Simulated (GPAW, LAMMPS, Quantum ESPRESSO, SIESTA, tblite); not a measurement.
# Amorphous Si0.8Ge0.2 (141 atoms): atom by atom

141 atoms (113 Si, 28 Ge) placed at random at 2.91 g/cm³, melted at 3500 K for 10 ps at fixed volume with the Tersoff potential (Tersoff, Phys. Rev. B 39, 5566 (1989)). Quenched from 3500 K to 300 K at 10 K/ps and fixed volume, held 5 ps, then minimised at fixed cell.

Geometry: the geometry as built. Computed with tblite 0.8.0: GFN1-xTB tight binding, diagonalisation; levels smeared at 580 K; periodic xTB differs between programs; its forces lie 87 % r.m.s. from those of plane-wave PBE on this cell; Γ point; density 2.91 g/cm³.

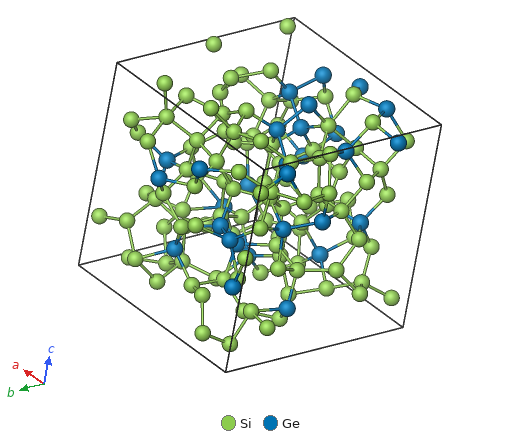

The structure (silicon green, germanium blue). Bonds to atoms that aren't drawn are left out. Some periodic images of atoms are drawn too.

Cell vectors (Å):

```
14.380 0.000 0.000
0.000 14.380 0.000
0.000 0.000 14.380
```

Positions (Å):

```
1 Si 2.650 11.840 0.052
2 Si 8.017 1.978 4.787
3 Si 3.114 11.766 4.412
4 Si 5.313 6.877 7.184
5 Si 12.177 11.087 5.151
6 Si 13.235 0.778 7.524
7 Si 9.662 3.567 7.303
8 Si 3.253 8.994 11.982
9 Si 11.507 0.622 0.450
10 Si 2.467 10.970 10.746
11 Si 1.817 5.321 8.494
12 Si 5.834 5.820 3.302
13 Si 8.088 6.110 10.051
14 Si 9.217 6.403 4.385
15 Si 10.183 8.723 11.712
16 Si 13.068 6.417 11.196
17 Si 13.850 0.967 14.254
18 Si 10.359 9.929 3.929
19 Si 6.434 3.954 4.922
20 Si 11.353 12.291 11.672
21 Si 12.429 8.341 3.619
22 Si 10.141 9.809 1.499
23 Si 12.223 10.078 12.219
24 Si 10.396 5.106 13.862
25 Si 13.807 8.263 1.659
26 Si 5.014 1.949 10.519
27 Si 5.951 2.017 8.344
28 Si 6.073 3.595 11.909
29 Si 4.963 0.674 3.938
30 Si 6.554 0.247 5.639
31 Si 7.406 11.221 10.349
32 Si 4.843 7.286 4.888
33 Si 2.565 3.333 13.936
34 Si 0.871 5.733 4.874
35 Si 9.741 12.018 0.768
36 Si 4.189 5.187 8.349
37 Si 1.733 2.508 2.834
38 Si 1.033 4.140 6.641
39 Si 10.298 2.136 5.571
40 Si 0.160 11.392 2.418
41 Si 4.978 3.519 6.842
42 Si 6.691 12.032 2.136
43 Si 11.618 12.715 14.001
44 Si 3.841 12.671 11.808
45 Si 0.090 10.349 11.157
46 Si 9.910 7.572 9.596
47 Si 10.474 14.353 10.842
48 Si 13.847 4.145 11.532
49 Si 8.267 4.822 0.581
50 Si 4.325 9.546 1.006
51 Si 11.694 7.089 13.087
52 Si 4.656 5.669 1.160
53 Si 8.093 8.818 13.054
54 Si 11.132 2.365 2.225
55 Si 7.355 2.685 1.250
56 Si 10.247 13.747 2.485
57 Si 4.456 10.692 13.234
58 Si 8.795 8.598 5.191
59 Si 1.519 3.925 10.389
60 Si 3.525 3.644 1.719
61 Si 2.486 10.736 2.212
62 Si 6.093 1.926 13.736
63 Si 2.229 11.551 8.409
64 Si 2.786 0.720 8.106
65 Si 7.574 12.384 14.299
66 Si 4.587 13.073 2.769
67 Si 14.114 11.728 8.962
68 Si 2.485 0.246 11.971
69 Si 13.176 7.894 7.574
70 Si 2.664 1.815 10.216
71 Si 8.291 5.084 6.097
72 Si 8.838 8.797 7.654
73 Si 2.482 7.481 4.409
74 Si 14.016 6.795 14.193
75 Si 14.247 13.522 3.360
76 Si 3.050 13.937 1.073
77 Si 11.709 4.227 8.345
78 Si 0.913 0.547 1.735
79 Si 7.887 12.681 5.777
80 Si 14.116 10.010 4.283
81 Si 0.295 13.978 12.481
82 Si 4.808 8.674 8.536
83 Si 10.256 10.783 8.177
84 Si 11.936 6.507 9.069
85 Si 12.090 9.196 0.188
86 Si 2.759 1.258 4.542
87 Si 4.623 5.252 10.741
88 Si 13.298 13.312 10.662
89 Si 6.821 9.924 8.429
90 Si 1.805 7.195 12.946
91 Si 3.230 7.443 0.569
92 Si 6.754 13.318 9.418
93 Si 12.011 13.315 4.173
94 Si 6.817 10.800 12.675
95 Si 7.584 6.625 7.731
96 Si 8.255 2.350 8.747
97 Si 0.086 4.127 3.260
98 Si 12.020 3.147 10.469
99 Si 13.801 4.766 1.038
100 Si 8.146 8.603 1.088
101 Si 0.481 7.981 11.023
102 Si 13.258 3.126 6.784
103 Si 0.887 13.664 7.471
104 Si 13.309 11.265 0.420
105 Si 9.680 12.980 7.291
106 Si 9.786 10.851 10.506
107 Si 11.523 4.616 1.527
108 Si 12.398 0.924 9.750
109 Si 8.923 1.507 2.630
110 Si 1.941 9.646 5.288
111 Si 6.352 9.713 2.196
112 Si 13.260 6.882 5.428
113 Si 5.172 14.181 7.652
114 Ge 8.731 12.059 3.639
115 Ge 4.821 7.732 10.752
116 Ge 6.309 5.357 13.658
117 Ge 5.540 2.761 2.853
118 Ge 6.273 10.969 6.339
119 Ge 6.422 9.152 4.571
120 Ge 11.328 0.041 6.188
121 Ge 4.088 12.096 6.723
122 Ge 2.822 2.523 6.499
123 Ge 6.881 7.087 11.952
124 Ge 3.722 1.229 13.816
125 Ge 0.136 3.241 13.740
126 Ge 1.796 8.389 2.259
127 Ge 5.745 14.174 11.340
128 Ge 11.454 5.844 3.803
129 Ge 9.876 1.080 12.914
130 Ge 12.548 10.351 7.529
131 Ge 12.231 3.361 4.385
132 Ge 8.191 3.800 10.688
133 Ge 2.536 9.272 7.679
134 Ge 0.975 7.604 8.669
135 Ge 0.594 11.725 13.193
136 Ge 8.863 0.020 9.082
137 Ge 2.700 5.028 12.191
138 Ge 1.568 13.606 5.053
139 Ge 7.514 0.099 13.124
140 Ge 10.165 3.393 12.073
141 Ge 7.968 6.466 2.305
```

Predict the forces and charges.

Columns: atom, q, fx, fy, fz (forces in eV/Å, q the Mulliken charge in e).

```
1 0.11 0.384 -0.038 -0.144
2 0.02 0.007 -0.031 0.079
3 0.10 0.144 -0.089 -0.059
4 -0.05 -0.131 -0.230 -0.394
5 0.07 -0.100 0.063 -0.031
6 0.09 0.281 0.263 -0.230
7 -0.05 0.393 0.303 0.120
8 0.06 -0.153 0.591 0.172
9 0.07 0.306 0.213 0.237
10 0.06 0.433 0.010 -0.444
11 0.04 0.040 0.090 0.159
12 0.08 0.113 -0.120 0.067
13 0.05 -0.037 0.019 -0.381
14 0.04 0.054 -0.017 0.134
15 -0.02 0.202 0.294 0.158
16 0.00 -0.312 -0.067 0.103
17 0.02 -0.434 0.131 -0.116
18 0.04 0.292 -0.070 -0.107
19 0.07 0.391 0.196 -0.095
20 -0.05 -0.031 -0.026 -0.363
21 0.05 0.058 -0.459 0.622
22 0.00 0.226 -0.148 0.233
23 0.14 -0.232 -0.532 0.049
24 0.04 0.073 0.195 -0.041
25 0.04 -0.250 -0.382 0.041
26 0.05 -0.165 0.381 -0.151
27 0.03 0.255 -0.259 -0.160
28 0.07 -0.166 0.035 0.059
29 -0.01 0.383 -0.142 -0.073
30 0.03 -0.001 0.314 0.219
31 -0.03 0.053 0.000 0.075
32 0.05 -0.124 0.050 -0.117
33 0.12 0.027 0.153 0.195
34 0.00 0.263 -0.061 -0.140
35 -0.03 -0.207 0.187 0.264
36 -0.02 0.041 -0.167 0.100
37 0.00 -0.124 0.090 -0.083
38 0.03 -0.236 0.160 -0.215
39 0.10 -0.340 0.066 0.024
40 0.01 0.159 0.196 0.290
41 0.06 0.070 0.337 -0.159
42 0.02 -0.181 0.525 0.065
43 0.03 0.046 0.417 -0.149
44 0.09 -0.084 -0.469 -0.174
45 0.05 -0.385 -0.065 -0.395
46 0.02 -0.237 0.058 0.001
47 0.12 0.086 0.021 -0.140
48 0.04 -0.102 0.109 -0.014
49 0.08 0.165 -0.101 -0.087
50 0.09 0.272 0.132 -0.105
51 0.05 0.070 0.014 0.146
52 0.06 -0.036 0.015 0.539
53 0.03 0.476 0.170 0.252
54 0.08 0.134 -0.054 -0.089
55 0.03 0.240 -0.174 -0.111
56 0.08 -0.433 -0.076 -0.067
57 0.01 0.419 -0.234 0.043
58 0.06 0.269 0.159 0.119
59 0.05 -0.152 -0.145 -0.005
60 0.02 -0.271 0.395 0.027
61 0.03 0.252 0.166 0.007
62 0.11 0.193 0.119 0.173
63 0.06 -0.362 0.286 0.245
64 0.09 -0.031 -0.398 0.346
65 0.02 -0.130 -0.014 0.141
66 0.03 -0.021 -0.303 0.024
67 0.12 0.383 0.192 0.085
68 0.03 -0.069 -0.018 -0.238
69 0.08 -0.011 0.139 -0.005
70 -0.03 -0.108 -0.021 -0.168
71 -0.01 -0.238 -0.384 0.238
72 0.01 0.084 -0.304 0.200
73 0.04 0.040 -0.048 0.256
74 0.06 0.015 -0.301 -0.192
75 -0.01 -0.196 0.542 -0.147
76 0.06 -0.045 0.028 0.411
77 0.01 0.110 0.240 -0.051
78 0.01 -0.017 0.004 -0.041
79 0.04 -0.199 0.211 -0.012
80 0.00 -0.202 0.035 0.280
81 0.02 -0.288 0.370 -0.064
82 0.08 -0.157 0.591 0.097
83 0.05 -0.018 0.090 -0.084
84 -0.05 0.092 -0.209 -0.097
85 0.03 -0.334 -0.347 -0.396
86 0.08 -0.011 -0.205 -0.284
87 0.12 0.229 -0.005 -0.484
88 0.04 0.246 0.067 -0.427
89 0.04 0.247 -0.176 0.416
90 0.10 -0.101 0.248 0.134
91 0.02 0.012 0.124 -0.348
92 0.04 -0.320 -0.394 -0.683
93 0.06 0.020 0.039 -0.353
94 0.03 -0.122 0.014 -0.162
95 0.04 0.035 -0.119 0.059
96 0.09 0.037 -0.025 -0.185
97 0.07 0.113 0.117 -0.041
98 0.02 0.094 -0.187 -0.149
99 -0.01 0.456 0.223 0.397
100 0.06 0.026 -0.227 -0.129
101 0.05 0.107 -0.092 0.203
102 0.06 -0.133 0.021 -0.007
103 0.11 -0.308 -0.106 0.181
104 0.05 -0.391 -0.151 0.503
105 0.11 0.286 -0.109 0.045
106 0.05 -0.305 -0.058 0.231
107 0.00 -0.610 -0.116 -0.258
108 -0.10 -0.075 -0.011 0.156
109 0.00 0.127 -0.376 -0.091
110 0.09 -0.012 0.013 0.249
111 0.01 0.026 0.010 -0.010
112 0.02 -0.513 0.295 -0.287
113 0.07 -0.124 -0.116 0.138
114 -0.24 -0.123 0.067 -0.203
115 -0.23 0.140 -0.200 -0.010
116 -0.13 -0.344 0.207 0.205
117 -0.09 -0.296 -0.138 -0.121
118 -0.13 -0.197 0.085 -0.113
119 -0.11 -0.010 -0.023 0.218
120 -0.23 0.130 0.011 0.006
121 -0.06 0.477 0.192 -0.198
122 -0.32 -0.285 0.215 0.293
123 -0.05 -0.003 0.216 -0.022
124 -0.19 0.191 -0.245 0.048
125 -0.22 -0.370 -0.530 -0.340
126 -0.16 -0.246 -0.709 -0.141
127 -0.13 -0.071 -0.168 0.291
128 -0.07 0.455 -0.156 -0.175
129 -0.06 -0.082 0.276 0.300
130 -0.21 0.014 0.127 0.058
131 -0.05 0.167 -0.196 0.177
132 -0.17 0.014 -0.172 0.153
133 -0.14 -0.153 -0.034 -0.230
134 -0.16 0.190 0.041 -0.085
135 -0.22 0.361 -0.653 -0.074
136 -0.25 -0.156 0.120 -0.118
137 -0.26 0.319 0.159 -0.076
138 -0.30 -0.407 -0.381 0.274
139 -0.13 0.014 0.062 -0.025
140 -0.09 0.232 0.191 0.169
141 -0.28 0.358 0.077 0.166
```

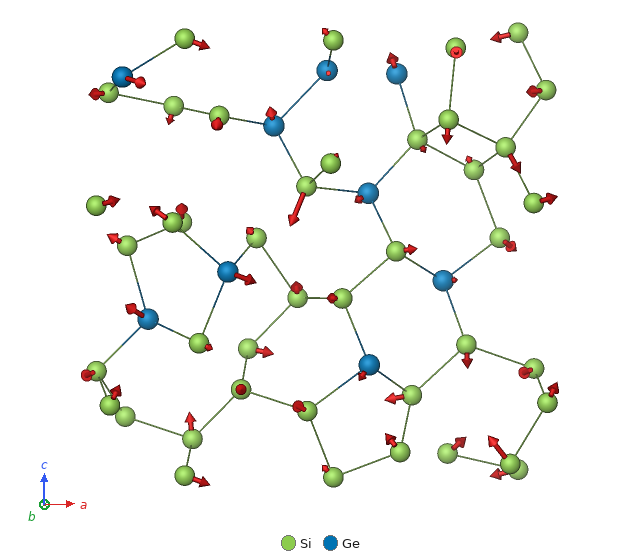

The forces as arrows, the longest 0.852 eV/Å. Drawn is a slice 4 Å thick, seen along the normal of the ac plane. Bonds to atoms that aren't drawn are left out.

The quench rate of 10 K/ps is many orders above laboratory rates, so the cell is likely richer in defects and strain than a real sample. Only the Γ point is sampled, in a cell whose shortest periodic width is 14 Å.

The r.m.s. force component is 0.228 eV/Å; the longest force, 0.852 eV/Å, acts on Si92.

[Logs are printed without paths, hosts, clocks, repeated set-up lines and the standing remarks that a program may print on its own settings, such as how far it seeks lower states.]

[Hosts, paths, dates, database ids (printed as entryN), source tags and the programs' standing remarks are cut or masked in the printed files.]
